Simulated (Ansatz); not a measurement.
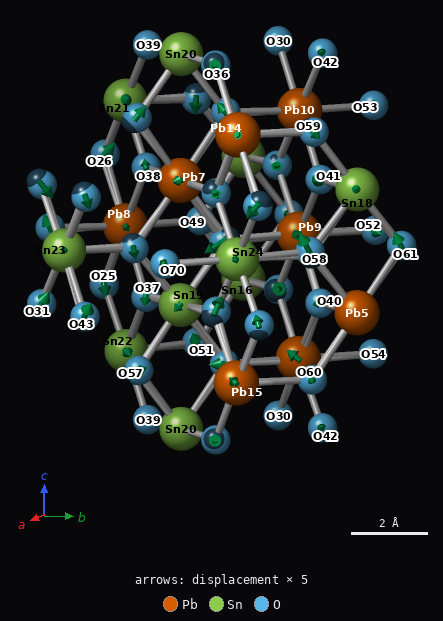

This is a relaxation of a crystal of Pb₁₅Sn₉O₄₈ (a generated structure, set up in P1). The starting structure is drawn faded, the final one solid; green arrows show the displacements (the part carried along by the change of the cell is left out), 5 times their true length.

The picture is a ball-and-stick view of the atoms within 5.8 Å of the atom that moves most (axes of the cell of the calculation), seen slightly off an axis.

Computed with DFT, PBEsol, PAW, plane waves in Ansatz. Settings: plane-wave cutoff 420 eV; k-point mesh 1 × 1 × 1; mesh shifted by (0.25, 0.25, 0.25); no spin polarisation; cell relaxed at fixed alpha, beta, gamma; force threshold 0.03 eV/Å; at most 80 steps.

**Which element moves most?**

Oxygen: up to 0.16 Å, against 0.10 Å for lead.

**What did the optimiser do to the structure, and how much energy did it gain?**

The energy falls by 36.9 meV per atom in 5 geometry steps. The largest force component goes from 2.3 to 0.011 eV/Å. The pressure goes from 0.37 to 0.01 GPa. The largest moves relative to the cell, 0.16 Å, are those of O atoms. By element the largest moves are O 0.16 Å, Pb 0.10 Å, Sn 0.08 Å. The volume changes by −0.1 %, with a 9.821 → 9.798 Å (−0.2 %), b 9.821 → 9.844 Å (+0.2 %), c 10.004 → 9.995 Å (−0.1 %). Some distances before and after: O–Pb 2.036 → 2.195 Å, O–Sn 2.181 → 2.064 Å, O–Pb 2.074 → 2.179 Å, O–Sn 2.171 → 2.078 Å. Among the angles between lasting bonds that change: Sn–O–Sn 125.9° → 133.4°, O–Pb–O 99.6° → 106.2°, Pb–O–Pb 132.3° → 125.9°. The space group stays P1 (No. 1). Cost: 6.1 s on 1 × NVIDIA GB200 with 8 threads of Arm Neoverse-V2, peak memory 1.9 GiB.
